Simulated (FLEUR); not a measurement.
## Collinear magnetic orders of FeO (Wuestite) with FLEUR

Wanted: the moments of FeO (Wuestite) and the energy of each order that was tried.

Method: PBE with U = 4.5 eV on Fe d; all-electron FLAPW, Dirac cores, scalar-relativistic bands, in FLEUR MaX-R8.1.

### 1. The structure

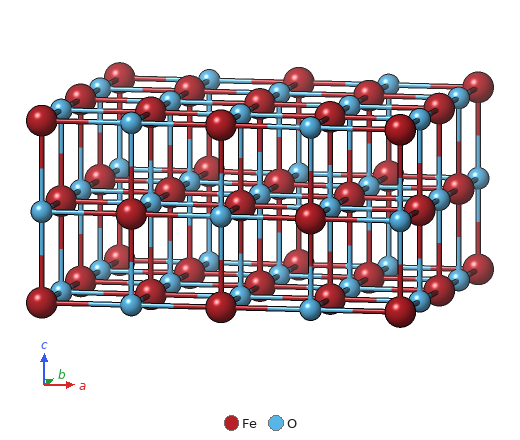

The starting structure, seen slightly off an axis (iron red, oxygen blue). 2×2×1 cells are drawn. This picture shows the conventional cell, with its axes. Some periodic images of atoms are drawn too.

Coordinates:

```xyz
2
Lattice="0.0000 2.1500 2.1500 2.1500 0.0000 2.1500 2.1500 2.1500 0.0000" Properties=species:S:1:pos:R:3 pbc="T T T"
Fe    0.0000    0.0000    0.0000
O     2.1500    2.1500    2.1500
```

### 2. Order 1, typed as ferro +

The parallel start comes first: it shows whether parallel moments hold. A Hubbard U acts on the open shell, since semilocal functionals spread its electrons too much.

inpgen writes inp.xml from crystal.txt; cutoffs, mixing, functional, smearing and local orbitals are then set in the file. The k list default-1 (kpts.xml, not shown) is a Γ-centred 10×10×10 mesh; where the ranks do not divide the number of points, some are split in two of half the weight.

The input, inp.xml:

```
<?xml version="1.0" encoding="UTF-8" standalone="no"?>
<fleurInput fleurInputVersion="0.39">
   <comment>
      FeO
   </comment>
   <calculationSetup>
      <cutoffs Kmax="4.2" Gmax="12.6" GmaxXC="12.6" numbands="0"/>
      <scfLoop itmax="120" minDistance="0.0001" maxIterBroyd="15" imix="Anderson" alpha="0.05" precondParam="0.0" spinf="2.0" sdNocoIR="T"/>
      <coreElectrons ctail="T" frcor="F" kcrel="0" coretail_lmax="0"/>
      <xcFunctional name="pbe" relativisticCorrections="F"/>
      <magnetism jspins="2"/>
      <soc l_soc="F" theta="0.0" phi="0.0" spav="F"/>
      <expertModes spex="0" secvar="F"/>
      <geometryOptimization l_f="F" forcealpha="1.0" forcemix="BFGS" epsdisp="0.00001" epsforce="0.00001"/>
      <ldaU l_linMix="F" mixParam="0.05" spinf="1.0"/>
   </calculationSetup>
   <cell>
      <bzIntegration valenceElectrons="22.0" mode="hist" fermiSmearingEnergy="0.00183747">
         <kPointListSelection listName="default-1"/>
         <xi:include xmlns:xi="http://www.w3.org/2001/XInclude" href="kpts.xml"> </xi:include>
      </bzIntegration>
      <xi:include xmlns:xi="http://www.w3.org/2001/XInclude" href="sym.xml"> </xi:include>
      <bulkLattice scale="1.0">
         <bravaisMatrix>
            <row-1>    0.0000000000000000     4.0629111678899994     4.0629111678899994</row-1>
            <row-2>    4.0629111678899994     0.0000000000000000     4.0629111678899994</row-2>
            <row-3>    4.0629111678899994     4.0629111678899994     0.0000000000000000</row-3>
         </bravaisMatrix>
      </bulkLattice>
   </cell>
   <atomSpecies>
      <species name="Iron (Fe) 4.000" element="Fe" atomicNumber="26">
         <mtSphere radius="2.53" gridPoints="837" logIncrement="0.015"/>
         <atomicCutoffs lmax="10" lnonsphr="8"/>
         <electronConfig flipSpins="F">
            <coreConfig>(1s1/2) (2s1/2) (2p1/2) (2p3/2)</coreConfig>
            <valenceConfig>(3s1/2) (3p1/2) (3p3/2) (4s1/2) (3d3/2) (3d5/2)</valenceConfig>
            <stateOccupation state="(3d3/2)" spinUp="2.0" spinDown="0.4"/>
            <stateOccupation state="(3d5/2)" spinUp="3.0" spinDown="0.6"/>
         </electronConfig>
         <energyParameters s="4" p="4" d="3" f="4"/>
         <ldaU l="2" U="4.5" J="0.0" l_amf="F"/>
         <lo type="SCLO" l="0" n="3" eDeriv="0"/>
         <lo type="SCLO" l="1" n="3" eDeriv="0"/>
      </species>
      <species name="Oxygen (O)" element="O" atomicNumber="8">
         <mtSphere radius="1.43" gridPoints="473" logIncrement="0.022"/>
         <atomicCutoffs lmax="6" lnonsphr="4"/>
         <electronConfig flipSpins="F">
            <coreConfig>(1s1/2)</coreConfig>
            <valenceConfig>(2s1/2) (2p1/2) (2p3/2)</valenceConfig>
            <stateOccupation state="(2p1/2)" spinUp="0.666667" spinDown="0.666667"/>
            <stateOccupation state="(2p3/2)" spinUp="1.333333" spinDown="1.333333"/>
         </electronConfig>
         <energyParameters s="2" p="2" d="3" f="4"/>
      </species>
   </atomSpecies>
   <atomGroups>
      <atomGroup species="Iron (Fe) 4.000">
         <relPos label="                   1">.0000000000 .0000000000 .0000000000</relPos>
         <force calculate="T" relaxXYZ="TTT"/>
      </atomGroup>
      <atomGroup species="Oxygen (O)">
         <relPos label="                   2">1.000/2.000 1.000/2.000 1.000/2.000</relPos>
         <force calculate="T" relaxXYZ="TTT"/>
      </atomGroup>
   </atomGroups>
   <output dos="F" band="F" slice="F">
      <bandDOS minEnergy="-.5*Htr" maxEnergy="0.5*Htr" sigma="0.015" storeEVData="T"/>
      <plotting iplot="0" polar="F">
         <plot TwoD="T" vec1="  1.0  0.0  0.0" vec2="  0.0  1.0  0.0" vec3="  0.0  0.0  1.0" zero="  0.0  0.0  0.0" file="plot"/>
      </plotting>
      <moessbauerParams electricFieldGradient="F" isomerShift="F" coreHyperfine="F" valenceHyperfine="F"/>
   </output>
</fleurInput>
```

The input, crystal.txt:

```
FeO
&input film=F cartesian=F /
0.00000000000  2.15000000000  2.15000000000
2.15000000000  0.00000000000  2.15000000000
2.15000000000  2.15000000000  0.00000000000
1.8897261246
1.0 1.0 1.0

2
26 0.00000000000  0.00000000000  0.00000000000 : 4.000
8 0.50000000000  0.50000000000  0.50000000000

&kpt div1=10 div2=10 div3=10 gamma=T /
```

Launch:

```
> OMP_NUM_THREADS=1 inpgen -f crystal.txt > inpgen.log  # inp.xml is then edited as shown
> OMP_NUM_THREADS=1 mpirun -n 4 fleur_MPI > fleur.log
```

The program printed:

```text
Welcome to FLEUR        (www.flapw.de)
      MaX-Release 8.1          (www.max-centre.eu)

 ========== k-point set info ==========
 Selected k-point list: default-1
 k-point list type: mesh
 0 x 0 x 0
 Number of k points: 48

 ------------Calculation Setup---------------------------
 Number of MPI-tasks      :            4
 Number of PE/node        :            4
 Number of OMP-threads    :            1
 k-points in parallel     :            4
 pe's per k-point         :            1
 No of k-point loops      :           12
 Eigenvalue solver        :       lapack
 Number of basis functions:          186
 Approximate size of matrices (H+S) per k-point:         0.001 GB
 --------------------------------------------------------
 no density matrix found ... skipping LDA+U
 Reset of history
 Iteration:     1   Distance:      22.85436481 me/bohr^3
 Iteration:     2   Distance:      20.44779017 me/bohr^3
 Iteration:     3   Distance:      17.43650224 me/bohr^3
 Iteration:     4   Distance:       9.90704836 me/bohr^3
 Iteration:     5   Distance:       8.09689386 me/bohr^3
 Iteration:     6   Distance:       4.01396144 me/bohr^3
 Iteration:     7   Distance:       3.19721011 me/bohr^3
 Iteration:     8   Distance:       0.93395991 me/bohr^3
 Iteration:     9   Distance:       0.75719203 me/bohr^3
 Iteration:    10   Distance:       0.17131458 me/bohr^3
 Iteration:    11   Distance:       0.12985964 me/bohr^3
 Iteration:    12   Distance:       0.02339283 me/bohr^3
 Iteration:    13   Distance:       0.04896120 me/bohr^3
 Iteration:    14   Distance:       0.00360297 me/bohr^3
 Iteration:    15   Distance:       0.00322041 me/bohr^3
 Iteration:    16   Distance:       0.00024386 me/bohr^3
 Iteration:    17   Distance:       0.00022544 me/bohr^3
 Iteration:    18   Distance:       0.00017625 me/bohr^3
 Iteration:    19   Distance:       0.00007200 me/bohr^3

 ********************************************************************
 Run finished successfully
 Stop message:
   all done
 ********************************************************************

--- out.xml (last complete iteration) ---
<iteration numberForCurrentRun="   19" overallNumber="   19">
         [... left out ...]
         <bandgap value="0.0002657613" units="eV"/>
         <sumValenceSingleParticleEnergies value="-14.2257313941" units="Htr"/>
         <FermiEnergy value="0.3794684595" units="Htr"/>
         <valenceDensity>
            <mtCharges spin="1">
               <mtCharge atomType="1" total="9.4770056" s="1.1868155" p="3.2354772" d="4.9732013" f="0.0567781"/>
               <mtCharge atomType="2" total="2.4001336" s="0.7210677" p="1.6742599" d="0.0041535" f="0.0005458"/>
            </mtCharges>
            <mtCharges spin="2">
               <mtCharge atomType="1" total="5.6809456" s="1.1582765" p="3.2159614" d="1.2303422" f="0.0548695"/>
               <mtCharge atomType="2" total="2.2012754" s="0.6985236" p="1.4991893" d="0.0033539" f="0.0001786"/>
            </mtCharges>
            <spinDependentCharge spin="1" total="13.0010627" interstitial="1.1239235" mtSpheres="11.8771391"/>
            <spinDependentCharge spin="2" total="8.9989373" interstitial="1.1167163" mtSpheres="7.8822210"/>
            <totalCharge value="22.0000000000"/>
         </valenceDensity>
         [... left out ...]
         <allElectronCharges>
            <spinDependentCharge spin="1" total="19.0010627" interstitial="1.1239237" mtSpheres="17.8771389"/>
            <spinDependentCharge spin="2" total="14.9989373" interstitial="1.1167166" mtSpheres="13.8822208"/>
            <totalCharge value="33.9999999991"/>
         </allElectronCharges>
         <magneticMomentsInMTSpheres units="muBohr">
            <globalMagMoment atomType="1" vec="0.00000   0.00000   3.79606"/>
            <localMagMoment atomType="1" vec="0.00000   0.00000   3.79606"/>
            <globalMagMoment atomType="2" vec="0.00000   0.00000   0.19886"/>
            <localMagMoment atomType="2" vec="0.00000   0.00000   0.19886"/>
         </magneticMomentsInMTSpheres>
         <moessbauerParams unitsHFF="kG" unitsIS="e/bohr^3" unitsEFG="Htr/bohr^2">
         </moessbauerParams>
         <totalEnergy value="    -1347.9602513028" units="Htr">
            <sumOfEigenvalues value="     -773.4755582865">
               <coreElectrons value="-759.2498268925"/>
               <valenceElectrons value="-14.2257313941"/>
            </sumOfEigenvalues>
            <densityCoulombPotentialIntegral value="-2054.7196713345"/>
            <densityEffectivePotentialIntegral value="-2138.4093184693"/>
            <chargeDenXCDenIntegral value="-64.5480232634"/>
            <FockExchangeEnergyValence value="0.0000000000"/>
            <FockExchangeEnergyCore value="0.0000000000"/>
            <atomTypeDependentContributions atomType="1">
               <electronNucleiInteractionDifferentMTs value="1521.3146988103"/>
               <MadelungTerm value="-8.6876779772"/>
            </atomTypeDependentContributions>
            <atomTypeDependentContributions atomType="2">
               <electronNucleiInteractionDifferentMTs value="86.6260980535"/>
               <MadelungTerm value="-4.7956210293"/>
            </atomTypeDependentContributions>
            <dftUCorrection value="-0.4379433153"/>
            <tkbTimesEntropy value="0.0003409830"/>
            <freeEnergy value="-1347.9605922858"/>
            <extrapolationTo0K value="-1347.9604217943"/>
         </totalEnergy>
         <ldaUDensityMatrix>
            <densityMatrixFor spin="1" atomType="1" uIndex="1" l="2" U="4.50000000" J="0.00000000">
               (+0.99942,+0.00000) (+0.00000,+0.00000) (+0.00000,+0.00000) (+0.00000,+0.00000) (+0.02390,+0.00000)
               (+0.00000,+0.00000) (+0.97552,+0.00000) (+0.00000,+0.00000) (+0.00000,+0.00000) (+0.00000,+0.00000)
               (+0.00000,+0.00000) (+0.00000,+0.00000) (+1.02331,+0.00000) (+0.00000,+0.00000) (+0.00000,+0.00000)
               (+0.00000,+0.00000) (+0.00000,+0.00000) (+0.00000,+0.00000) (+0.97552,+0.00000) (+0.00000,+0.00000)
               (+0.02390,+0.00000) (+0.00000,+0.00000) (+0.00000,+0.00000) (+0.00000,+0.00000) (+0.99942,+0.00000)
            </densityMatrixFor>
            <densityMatrixFor spin="2" atomType="1" uIndex="1" l="2" U="4.50000000" J="0.00000000">
               (+0.22683,+0.00000) (+0.00000,+0.00000) (+0.00000,+0.00000) (+0.00000,+0.00000) (-0.09621,+0.00000)
               (+0.00000,+0.00000) (+0.32304,+0.00000) (+0.00000,+0.00000) (+0.00000,+0.00000) (+0.00000,+0.00000)
               (+0.00000,+0.00000) (+0.00000,+0.00000) (+0.13062,+0.00000) (+0.00000,+0.00000) (+0.00000,+0.00000)
               (+0.00000,+0.00000) (+0.00000,+0.00000) (+0.00000,+0.00000) (+0.32304,+0.00000) (+0.00000,+0.00000)
               (-0.09621,+0.00000) (+0.00000,+0.00000) (+0.00000,+0.00000) (+0.00000,+0.00000) (+0.22683,+0.00000)
            </densityMatrixFor>
         </ldaUDensityMatrix>
         <ldaUDensityMatrixConvergence>
            <distance spin="1" distance="0.000000"/>
            <distance spin="2" distance="0.000000"/>
         </ldaUDensityMatrixConvergence>
         <densityConvergence units="me/bohr^3">
            <chargeDensity spin="1" distance="0.0000547971"/>
            <chargeDensity spin="2" distance="0.0000199030"/>
            <overallChargeDensity distance="0.0000719991"/>
            <spinDensity distance="0.0000401725"/>
         </densityConvergence>
      </iteration>
```

It took 17 s on 4 MPI ranks of Intel Xeon Platinum 8488C (Sapphire Rapids), shared host; peak memory 0.25 GiB.

Spin moment in the muffin-tin sphere by atom:

```
atom  spin moment in the muffin-tin sphere (μB)
 Fe1                                       3.80
  O2                                       0.20
```

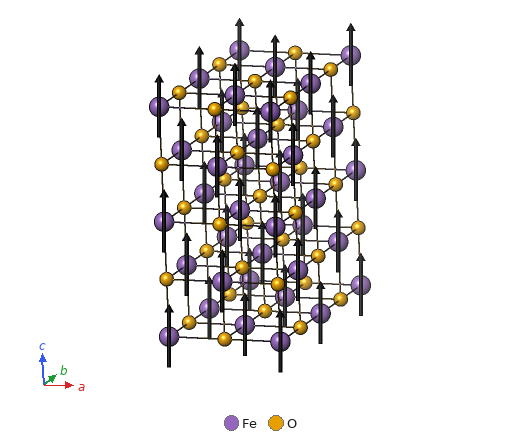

Spin moment in the muffin-tin sphere as arrows, the longest 3.80 μB. Up and down stand for the sign. Arrows give size and sign along the axis of quantisation, drawn up and down the page. 1×2×2 conventional cells are drawn. Some periodic images of atoms are drawn too.

This step gave:

* free energy: -36679.8763 eV
* program's band gap on this mesh (in a metal only a level spacing): 2.66e-4 eV
* magnetization: 4.002 μB
* final state: ferromagnetic

After 19 cycles the largest moment stands at 3.80 μB.

(Part 1 of 3 ends here.)

[Logs and program files are shortened in this print: banners, set-up blocks, solver, clock and traceback lines can be left out without a mark of their own.]

[Logs are printed without paths, hosts, clocks, repeated set-up lines and the standing remarks that a program may print on its own settings, such as how far it seeks lower states.]

[Hosts, paths, dates, database ids (printed as entryN), source tags and the programs' standing remarks are cut or masked in the printed files.]

[Where a cell is said to come from a database of computed structures, the database is the Materials Project.]
